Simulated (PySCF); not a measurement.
## Si2PH5: geometry relaxation

- system: Si2PH5
- method: PBE0-D3(BJ)/def2-SVP geometry optimisation, gas phase (PySCF 2.14.0)

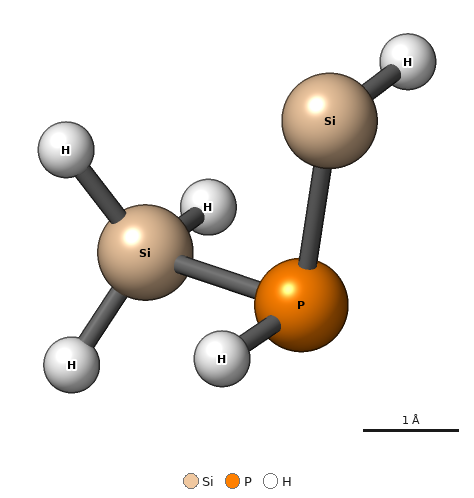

The input geometry (ball-and-stick view, seen at a tilt). Bond lengths as drawn: H–P 1.39 Å, H–Si 1.43 to 1.52 Å and P–Si 2.23 to 2.25 Å.

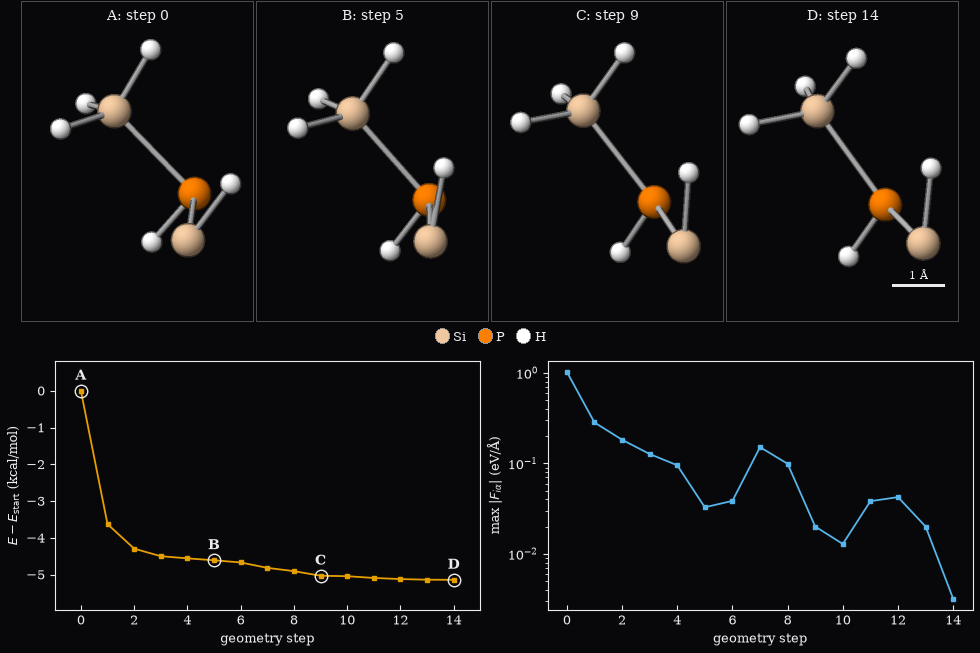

Frames of the relaxation (ball-and-stick view, seen at a tilt) above the curves, on which the letters mark them (steps are counted from 0).

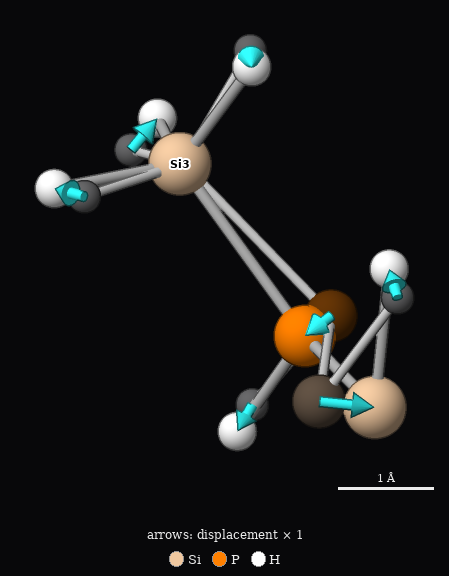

Start (faint) and end (solid) with the displacements as teal arrows, at true length (ball-and-stick view, seen at a tilt). The two geometries are laid on each other by the best rigid fit. Over 14 geometry steps the energy falls by 5.14 kcal/mol. The largest force component goes from 1 to 0.0032 eV/Å. The atom that moves furthest after the best rigid fit is Si1 (0.59 Å). By element the largest moves are Si 0.59 Å, H 0.44 Å, P 0.38 Å. Distances before and after: Si3–H8 1.430 → 1.494 Å, Si1–P2 2.247 → 2.184 Å, Si3–H7 1.459 → 1.491 Å, P2–H5 1.391 → 1.419 Å. Among the angles that change: Si1–P2–Si3 101.1° → 117.7°, Si1–P2–H5 95.4° → 111.2°, Si3–P2–H5 95.4° → 106.6°. (Atoms are counted from 1 in the order of the input.)

The input and output of the run follow.

The input:
```
{"job": {"xc": "PBE0", "basis": "def2-SVP", "d3": "d3bj", "grid": 2, "kind": "geom", "shake": 0.01}, "charge": 0, "multiplicity": 1}
Si     2.242021    -0.397867     0.446440
P      0.734878     0.378885    -1.027658
Si    -1.171346     0.023849     0.080452
H      2.212076     0.855717     1.296695
H      0.670054    -0.790615    -1.777896
H     -1.049105    -1.099252     1.018950
H     -1.419076     1.245508     0.839077
H     -2.173425    -0.244778    -0.903959
```

The first line tells a small driver script what to run in PySCF; the rest is the geometry in Å.

Command:
```bash
OMP_NUM_THREADS=1 python <driver script> task.json out
```

What the program printed:
```
step   0  E = -922.62421221  max force = 0.020025
step   1  E = -922.62999019  max force = 0.005527
step   2  E = -922.63105525  max force = 0.003560
step   3  E = -922.63138170  max force = 0.002474
step   4  E = -922.63147535  max force = 0.001860
step   5  E = -922.63155922  max force = 0.000637
step   6  E = -922.63165319  max force = 0.000750
step   7  E = -922.63188771  max force = 0.002948
step   8  E = -922.63202979  max force = 0.001929
step   9  E = -922.63222906  max force = 0.000390
step  10  E = -922.63224897  max force = 0.000252
step  11  E = -922.63232499  max force = 0.000745
step  12  E = -922.63237332  max force = 0.000827
step  13  E = -922.63240019  max force = 0.000392
step  14  E = -922.63240613  max force = 0.000063
optimisation converged
```

Trajectory as extended XYZ (Å, eV, eV/Å), 15 frames, from step=0 to step=14:
```
8
Properties=species:S:1:pos:R:3:forces:R:3 step=0 energy=-25105.88359
Si    2.2420   -0.3979    0.4464    0.2376  -0.2076  -0.2053
P     0.7349    0.3789   -1.0277    0.4370   0.6656   0.1106
Si   -1.1713    0.0238    0.0804    1.0297   0.1997   0.5208
H     2.2121    0.8557    1.2967   -0.2553   0.2105   0.2288
H     0.6701   -0.7906   -1.7779   -0.1175  -0.7100  -0.5040
H    -1.0491   -1.0993    1.0190   -0.1288  -0.4276   0.3323
H    -1.4191    1.2455    0.8391   -0.2599   0.4977   0.3239
H    -2.1734   -0.2448   -0.9040   -0.9427  -0.2282  -0.8070
8
Properties=species:S:1:pos:R:3:forces:R:3 step=1 energy=-25106.04082
Si    2.2730   -0.3931    0.4138    0.0584   0.1659   0.0296
P     0.7891    0.3619   -1.0963    0.0512  -0.2842  -0.0598
Si   -1.0964    0.0519    0.1077    0.1267   0.0706   0.1510
H     1.9928    0.8093    1.3400   -0.1045  -0.1325  -0.0418
H     0.6841   -0.8451   -1.8695   -0.0197   0.1864   0.0429
H    -1.0393   -1.0910    1.0724    0.0202  -0.0062  -0.0019
H    -1.3802    1.2974    0.8734    0.0230   0.0381  -0.0042
H    -2.1771   -0.2200   -0.8696   -0.1553  -0.0381  -0.1158
8
Properties=species:S:1:pos:R:3:forces:R:3 step=2 energy=-25106.06980
Si    2.2936   -0.3544    0.3882   -0.0083   0.0629  -0.0237
P     0.7949    0.3505   -1.1269    0.0084  -0.1830   0.0838
Si   -1.0680    0.0607    0.1161    0.0220   0.0461   0.0056
H     1.8184    0.7277    1.3700   -0.0297  -0.0121   0.0042
H     0.6988   -0.8453   -1.9037    0.0184   0.0865  -0.0584
H    -0.9836   -1.0618    1.1028    0.0082   0.0001  -0.0073
H    -1.3274    1.3266    0.8594    0.0200   0.0087  -0.0155
H    -2.1806   -0.2327   -0.8339   -0.0390  -0.0091   0.0112
8
Properties=species:S:1:pos:R:3:forces:R:3 step=3 energy=-25106.07868
Si    2.3005   -0.3235    0.3846   -0.0094   0.0024  -0.0403
P     0.7978    0.3302   -1.1411   -0.0073  -0.0528   0.1272
Si   -1.0530    0.0632    0.1218   -0.0275  -0.0098  -0.0641
H     1.7014    0.6745    1.3859    0.0049   0.0320   0.0082
H     0.7288   -0.8378   -1.9541    0.0149   0.0141  -0.0543
H    -0.9529   -1.0431    1.1247   -0.0038   0.0012  -0.0042
H    -1.2810    1.3463    0.8456    0.0170   0.0038  -0.0134
H    -2.1957   -0.2385   -0.7953    0.0112   0.0091   0.0410
8
Properties=species:S:1:pos:R:3:forces:R:3 step=4 energy=-25106.08123
Si    2.3048   -0.3187    0.3895    0.0036   0.0088  -0.0381
P     0.7983    0.3185   -1.1344    0.0002  -0.0259   0.0956
Si   -1.0564    0.0585    0.1215   -0.0267  -0.0084  -0.0475
H     1.6953    0.6795    1.3855    0.0009   0.0144   0.0018
H     0.7412   -0.8327   -1.9712    0.0032  -0.0024  -0.0271
H    -0.9629   -1.0471    1.1255   -0.0052   0.0011  -0.0027
H    -1.2657    1.3463    0.8420    0.0074   0.0027  -0.0037
H    -2.2084   -0.2328   -0.7864    0.0166   0.0098   0.0217
8
Properties=species:S:1:pos:R:3:forces:R:3 step=5 energy=-25106.08351
Si    2.3235   -0.3069    0.3900    0.0195   0.0258  -0.0223
P     0.7983    0.3013   -1.1182    0.0034  -0.0264   0.0328
Si   -1.0660    0.0509    0.1211   -0.0118   0.0083  -0.0091
H     1.7013    0.6885    1.3824    0.0010  -0.0104   0.0011
H     0.7550   -0.8290   -1.9844   -0.0105  -0.0035   0.0068
H    -0.9904   -1.0566    1.1238   -0.0011   0.0002  -0.0039
H    -1.2518    1.3431    0.8401   -0.0053  -0.0013   0.0085
H    -2.2238   -0.2199   -0.7828    0.0049   0.0073  -0.0139
8
Properties=species:S:1:pos:R:3:forces:R:3 step=6 energy=-25106.08607
Si    2.3592   -0.2822    0.3823    0.0285   0.0377  -0.0095
P     0.7968    0.2782   -1.0964    0.0049  -0.0331  -0.0116
Si   -1.0807    0.0430    0.1208   -0.0003   0.0257   0.0181
H     1.7189    0.6955    1.3818    0.0019  -0.0257  -0.0020
H     0.7656   -0.8311   -1.9898   -0.0180  -0.0023   0.0315
H    -1.0309   -1.0692    1.1189    0.0043  -0.0033  -0.0054
H    -1.2435    1.3374    0.8418   -0.0151  -0.0058   0.0175
H    -2.2395   -0.2003   -0.7874   -0.0061   0.0067  -0.0386
8
Properties=species:S:1:pos:R:3:forces:R:3 step=7 energy=-25106.09245
Si    2.5097   -0.1595    0.3286   -0.0024   0.0728   0.0510
P     0.7912    0.1759   -0.9988    0.0417  -0.0805  -0.1516
Si   -1.1429    0.0144    0.1195    0.0314   0.1042   0.0986
H     1.8088    0.7209    1.3783    0.0272  -0.0484  -0.0084
H     0.7951   -0.8556   -1.9791   -0.0475   0.0083   0.0635
H    -1.2054   -1.1218    1.0849    0.0232  -0.0346   0.0016
H    -1.2225    1.3048    0.8629   -0.0462  -0.0246   0.0445
H    -2.2879   -0.1079   -0.8243   -0.0273   0.0029  -0.0993
8
Properties=species:S:1:pos:R:3:forces:R:3 step=8 energy=-25106.09632
Si    2.5205   -0.1509    0.3258    0.0138   0.0467   0.0258
P     0.7919    0.1667   -0.9932    0.0230  -0.0443  -0.0992
Si   -1.1471    0.0169    0.1197    0.0208   0.0686   0.0737
H     1.8319    0.7343    1.3778    0.0034  -0.0373  -0.0147
H     0.7827   -0.8690   -1.9681   -0.0268   0.0007   0.0591
H    -1.2179   -1.1309    1.0722    0.0143  -0.0185  -0.0086
H    -1.2343    1.2980    0.8783   -0.0303  -0.0208   0.0298
H    -2.2816   -0.0938   -0.8406   -0.0182   0.0048  -0.0660
8
Properties=species:S:1:pos:R:3:forces:R:3 step=9 energy=-25106.10174
Si    2.5872   -0.0875    0.2945    0.0101  -0.0021   0.0068
P     0.7959    0.1126   -0.9471   -0.0039   0.0118  -0.0201
Si   -1.1708    0.0190    0.1216   -0.0023  -0.0065   0.0123
H     1.8954    0.7701    1.3625   -0.0080   0.0082  -0.0003
H     0.7608   -0.9191   -1.9205    0.0041  -0.0137   0.0036
H    -1.2964   -1.1684    1.0197   -0.0070  -0.0005  -0.0132
H    -1.2584    1.2667    0.9331    0.0069  -0.0042   0.0024
H    -2.2676   -0.0221   -0.8919    0.0002   0.0070   0.0086
8
Properties=species:S:1:pos:R:3:forces:R:3 step=10 energy=-25106.10228
Si    2.5894   -0.0831    0.2961    0.0028   0.0000   0.0032
P     0.7972    0.1072   -0.9462   -0.0120   0.0124  -0.0089
Si   -1.1708    0.0187    0.1218    0.0008  -0.0085  -0.0029
H     1.8960    0.7839    1.3555   -0.0049   0.0056   0.0003
H     0.7586   -0.9303   -1.9135    0.0096  -0.0129   0.0037
H    -1.3047   -1.1766    1.0077   -0.0065  -0.0034  -0.0089
H    -1.2538    1.2589    0.9450    0.0113  -0.0004   0.0009
H    -2.2658   -0.0073   -0.8944   -0.0011   0.0073   0.0128
8
Properties=species:S:1:pos:R:3:forces:R:3 step=11 energy=-25106.10435
Si    2.6038   -0.0435    0.2980   -0.0272   0.0098  -0.0002
P     0.8015    0.0694   -0.9366   -0.0318  -0.0034   0.0101
Si   -1.1742    0.0121    0.1211    0.0086  -0.0003  -0.0383
H     1.8931    0.8561    1.3191    0.0130  -0.0046   0.0008
H     0.7590   -0.9933   -1.8765    0.0269  -0.0025   0.0052
H    -1.3613   -1.2225    0.9395   -0.0006  -0.0123   0.0049
H    -1.2114    1.2111    1.0055    0.0175   0.0068   0.0005
H    -2.2645    0.0819   -0.8981   -0.0065   0.0065   0.0171
8
Properties=species:S:1:pos:R:3:forces:R:3 step=12 energy=-25106.10566
Si    2.6077   -0.0055    0.3002   -0.0329   0.0103  -0.0040
P     0.8029    0.0360   -0.9324   -0.0299  -0.0107   0.0145
Si   -1.1764    0.0050    0.1185    0.0055   0.0062  -0.0425
H     1.8803    0.9178    1.2879    0.0188  -0.0082   0.0030
H     0.7707   -1.0498   -1.8460    0.0270   0.0032   0.0065
H    -1.4086   -1.2592    0.8780    0.0052  -0.0123   0.0090
H    -1.1624    1.1643    1.0549    0.0126   0.0061   0.0004
H    -2.2681    0.1627   -0.8891   -0.0063   0.0054   0.0132
8
Properties=species:S:1:pos:R:3:forces:R:3 step=13 energy=-25106.10640
Si    2.6046    0.0170    0.3003   -0.0174   0.0042  -0.0036
P     0.8012    0.0184   -0.9325   -0.0138  -0.0049   0.0063
Si   -1.1785    0.0008    0.1150   -0.0001   0.0018  -0.0201
H     1.8705    0.9470    1.2757    0.0118  -0.0047   0.0027
H     0.7857   -1.0791   -1.8320    0.0129   0.0030   0.0053
H    -1.4307   -1.2766    0.8466    0.0048  -0.0054   0.0056
H    -1.1308    1.1387    1.0765    0.0040   0.0025   0.0000
H    -2.2760    0.2051   -0.8776   -0.0022   0.0035   0.0038
8
Properties=species:S:1:pos:R:3:forces:R:3 step=14 energy=-25106.10656
Si    2.6016    0.0189    0.2994   -0.0022  -0.0003  -0.0016
P     0.7991    0.0184   -0.9337   -0.0024   0.0032  -0.0004
Si   -1.1801    0.0000    0.1132   -0.0014  -0.0026  -0.0025
H     1.8715    0.9460    1.2798    0.0022  -0.0011   0.0012
H     0.7920   -1.0791   -1.8329    0.0024  -0.0005   0.0032
H    -1.4292   -1.2770    0.8472    0.0011  -0.0002   0.0012
H    -1.1274    1.1387    1.0737    0.0005   0.0003  -0.0001
H    -2.2815    0.2053   -0.8746   -0.0002   0.0013  -0.0010
```

Summary:

| quantity | value |
| --- | --- |
| outcome | converged |
| total energy | −922.632406 hartree |
| dipole moment | 1.37 D |
| point group | C1 |
| hardware | 1 CPU thread, shared host |
| wall time | 70 s |
| peak memory | 0.41 GiB |
